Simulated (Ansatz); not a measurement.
**WCl₂O₂: small, medium and large basis sets**

Aim: see how fast density functionals converge with the basis set for WCl₂O₂.

Computed with Ansatz 0.2.0, Gaussian basis. Level: one geometry, several basis sets.

Plan: PBE0-D4/def2-SVP; ωB97M-V/def2-SVP; PBE0-D4/def2-QZVPP; ωB97M-V/def2-QZVPP; the functionals' def2-TZVPP values are taken from earlier runs.

### Step 1. The geometry

An earlier PBE0-D4 in a triple-zeta def2 set relaxation fixed the geometry. W takes the def2 core potential; no spin-orbit term is included.

SMILES `[O]=[W](=[O])([Cl])[Cl]`, 5 atoms, charge 0, spin multiplicity 1.

Atoms are counted from 1 here; the program's logs count them from 0.

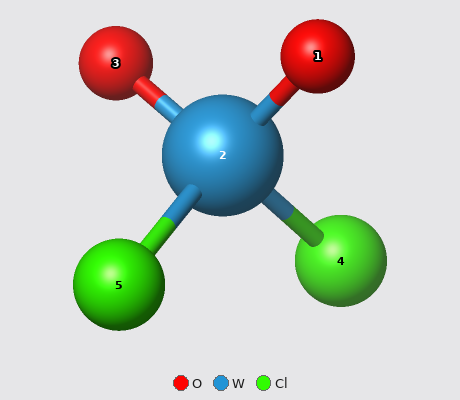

The geometry (oxygen red, tungsten blue, chlorine green); atoms are numbered from 1 in the order of the file.

As a file:

```mol
Cl2O2W
  3D, bonds by distance, orders not assigned

  5  4  0  0  0  0  0  0  0  0999 V2000
   -0.1256   -0.6626    1.6097 O   0  0
    0.0647   -0.0737    0.0348 W   0  0
    1.4612   -0.7964   -0.5905 O   0  0
   -1.7090   -0.7003   -1.2063 Cl  0  0
    0.3585    2.1594    0.1109 Cl  0  0
  1  2  8  0
  2  3  8  0
  2  4  8  0
  2  5  8  0
M  END
```

### Step 2. PBE0-D4 in def2-SVP

Contents of in.yaml:

```yaml
crystal:
  periodic: [false, false, false]
  atoms:
    - {symbol: O, position_ang: [-0.125595, -0.662650, 1.609716]}
    - {symbol: W, position_ang: [0.064699, -0.073690, 0.034767]}
    - {symbol: O, position_ang: [1.461222, -0.796397, -0.590507]}
    - {symbol: Cl, position_ang: [-1.708955, -0.700315, -1.206288]}
    - {symbol: Cl, position_ang: [0.358528, 2.159351, 0.110913]}
basis:
  gaussian: {orbitals: def2-SVP}
hamiltonian: {xc: pbe0, dispersion: d4}
output: {orbitals: {seedname: orbitals}}
```

On the command line:

```sh
$ ansatz run in.yaml --threads 4 --pin off --events-out ev --progress --plain --max-ram 10444MiB
```

The program printed:

```text
Functional definition: PBE0
  name "PBE0"
  cite "Adamo & Barone, J. Chem. Phys. 110, 6158 (1999) doi:10.1063/1.478522"
  cite "Perdew, Burke & Ernzerhof, Phys. Rev. Lett. 77, 3865 (1996) doi:10.1103/PhysRevLett.77.3865"
  parent pbe
  parameter a = 0.25
  parameter kappa = 0.804
  parameter beta = 0.06672455060314922
  exchange = (1 - a)*pbe_x(kappa = kappa, mu = beta*pi^2/3) + a*exact_x
  correlation = pbe_c(beta = beta)
885 factors; integrals over basis functions are off by at most 9.4e-4 eV
mean field evaluation 1: about -30932.3144 eV, gradient 8.7e1 eV
mean field evaluation 2: about -30697.2944 eV, gradient 3.1e2 eV
mean field evaluation 4: about -30946.4974 eV, gradient 7.1e0 eV
mean field evaluation 8: about -30946.7646 eV, gradient 1.2e0 eV
mean field evaluation 16: about -30946.7686 eV, gradient 1.1e-4 eV
mean field -30946.76859190 eV, -1137.2727692790 hartree, gradient 4.6e-5 eV, S^2 0.000000; 0 other end points of the search recorded, 0 dependent functions left out
reference -30946.76863806 eV, -1137.2727709757 hartree; 32, 32 occupied and 64, 64 virtual orbitals, 885 factors
Total energy: -30946.92793244 eV, -1137.2786249360 hartree
```

It took 1.4 s on 4 threads of Arm Neoverse V1, shared host.

### Step 3. ωB97M-V in def2-SVP

in.yaml, as its differences from that of step 2:

```diff
@@ -10,3 +10,3 @@
   gaussian: {orbitals: def2-SVP}
-hamiltonian: {xc: pbe0, dispersion: d4}
+hamiltonian: {xc: {name: wB97M-V}}
 output: {orbitals: {seedname: orbitals}}
```

Launched as before.

The program printed, shortened:

```text
Functional definition: wB97M-V
  name "wB97M-V"
  cite "Mardirossian & Head-Gordon, J. Chem. Phys. 144, 214110 (2016) doi:10.1063/1.4952647"
  cite "Becke, J. Chem. Phys. 107, 8554 (1997) doi:10.1063/1.475007"
  cite "Vydrov & Van Voorhis, J. Chem. Phys. 133, 244103 (2010) doi:10.1063/1.3521275"
  # Of w^i u^j: cxij and so on, Table III.
[...]
  gx(w, u) = 1 - cx + cx01*u + cx10*w
  gss(w, u) = css00 + css04*u^4 + css10*w + css20*w^2 + css43*w^4*u^3
  gos(w, u) = cos00 + cos10*w + (cos20 + cos21*u)*w^2 + (cos60 + cos61*u)*w^6
[...]
      + integral(e_c_pw_mod_opposite_spin*gos(b97_w_opposite, b97_u_opposite)) + vv10(b, c)
885 factors; integrals over basis functions are off by at most 9.4e-4 eV
181 factors; integrals over basis functions are off by at most 2.0e-4 eV
[...]
mean field -30954.71512674 eV, -1137.5647990483 hartree, gradient 2.8e-5 eV, S^2 0.000000; 0 other end points of the search recorded, 0 dependent functions left out
reference -30954.71519982 eV, -1137.5648017338 hartree; 32, 32 occupied and 64, 64 virtual orbitals, 885 factors
Total energy: -30954.71519982 eV, -1137.5648017338 hartree
```

Wall time 6 s (4 threads of Arm Neoverse V1, shared host); peak memory 0.31 GiB.

### Step 4. PBE0-D4 in def2-QZVPP

in.yaml, as its differences from that of step 3:

```diff
@@ -9,4 +9,4 @@
 basis:
-  gaussian: {orbitals: def2-SVP}
-hamiltonian: {xc: {name: wB97M-V}}
+  gaussian: {orbitals: "def2-QZVPP.json"}
+hamiltonian: {xc: pbe0, dispersion: d4}
 output: {orbitals: {seedname: orbitals}}
```

Launched as before.

The program printed:

```text
Functional definition: PBE0
  name "PBE0"
  cite "Adamo & Barone, J. Chem. Phys. 110, 6158 (1999) doi:10.1063/1.478522"
  cite "Perdew, Burke & Ernzerhof, Phys. Rev. Lett. 77, 3865 (1996) doi:10.1103/PhysRevLett.77.3865"
  parent pbe
  parameter a = 0.25
  parameter kappa = 0.804
  parameter beta = 0.06672455060314922
  exchange = (1 - a)*pbe_x(kappa = kappa, mu = beta*pi^2/3) + a*exact_x
  correlation = pbe_c(beta = beta)
1562 factors; their error is unknown
mean field evaluation 1: about -30946.8691 eV, gradient 9.5e1 eV
mean field evaluation 2: about -30706.6283 eV, gradient 3.3e2 eV
mean field evaluation 4: about -30961.9053 eV, gradient 1.0e1 eV
mean field evaluation 8: about -30962.0860 eV, gradient 3.1e-1 eV
mean field evaluation 16: about -30962.1306 eV, gradient 3.6e-4 eV
mean field -30962.13061969 eV, -1137.8373133878 hartree, gradient 2.3e-5 eV, S^2 0.000000; 0 other end points of the search recorded, 0 dependent functions left out
reference -30962.13065292 eV, -1137.8373146089 hartree; 32, 32 occupied and 303, 303 virtual orbitals, 1562 factors
Total energy: -30962.28994730 eV, -1137.8431685693 hartree
```

Wall time 6.5 s (4 threads of Arm Neoverse V1, shared host); peak memory 1.1 GiB.

### Step 5. ωB97M-V in def2-QZVPP

in.yaml, as its differences from that of step 4:

```diff
@@ -10,3 +10,3 @@
   gaussian: {orbitals: "def2-QZVPP.json"}
-hamiltonian: {xc: pbe0, dispersion: d4}
+hamiltonian: {xc: {name: wB97M-V}}
 output: {orbitals: {seedname: orbitals}}
```

The command is unchanged.

The program printed, shortened:

```text
Functional definition: wB97M-V
  name "wB97M-V"
  cite "Mardirossian & Head-Gordon, J. Chem. Phys. 144, 214110 (2016) doi:10.1063/1.4952647"
  cite "Becke, J. Chem. Phys. 107, 8554 (1997) doi:10.1063/1.475007"
  cite "Vydrov & Van Voorhis, J. Chem. Phys. 133, 244103 (2010) doi:10.1063/1.3521275"
  # Of w^i u^j: cxij and so on, Table III.
[...]
  gx(w, u) = 1 - cx + cx01*u + cx10*w
  gss(w, u) = css00 + css04*u^4 + css10*w + css20*w^2 + css43*w^4*u^3
  gos(w, u) = cos00 + cos10*w + (cos20 + cos21*u)*w^2 + (cos60 + cos61*u)*w^6
[...]
      + integral(e_c_pw_mod_opposite_spin*gos(b97_w_opposite, b97_u_opposite)) + vv10(b, c)
1490 factors; their error is unknown
245 factors; integrals over basis functions are off by at most 3.8e-5 eV
[...]
mean field -30970.05163782 eV, -1138.1284054351 hartree, gradient 3.3e-5 eV, S^2 0.000000; 0 other end points of the search recorded, 0 dependent functions left out
reference -30970.05168898 eV, -1138.1284073151 hartree; 32, 32 occupied and 303, 303 virtual orbitals, 1490 factors
Total energy: -30970.05168898 eV, -1138.1284073151 hartree
```

Run time: 15 s. Hardware: 4 threads of Arm Neoverse V1, shared host; peak memory 1.3 GiB.

### Step 6. Functionals by basis

The def2-TZVPP values come from earlier runs at the same geometry.

```
functional       basis  functions  energy (eV)  from the largest (eV)  HOMO (eV)  LUMO (eV)
   PBE0-D4    def2-SVP         96  -30946.9279                 15.362      -9.79      -3.21
   PBE0-D4  def2-TZVPP        202  -30961.3179                  0.972      -9.71      -3.27
   PBE0-D4  def2-QZVPP        335  -30962.2899                  0.000      -9.72      -3.30
   ωB97M-V    def2-SVP         96  -30954.7152                 15.336     -12.12      -1.12
   ωB97M-V  def2-TZVPP        202  -30969.1316                  0.920     -12.06      -1.21
   ωB97M-V  def2-QZVPP        335  -30970.0517                  0.000     -12.08      -1.25
```

### Step 7. Summary of results

| quantity | value |
| --- | --- |
| PBE0-D4: double and triple zeta above quadruple | 15.36, 0.97 eV |
| ωB97M-V: double and triple zeta above quadruple | 15.34, 0.92 eV |

What this shows: PBE0-D4 gains 14.39 eV from double to triple zeta, then 0.97 eV more. These are total energies; as a rule much of such shifts cancels in differences, which this series doesn't test.

For PBE0-D4 the largest set took about 5 times as long as the smallest (6.5 s against 1.4 s).
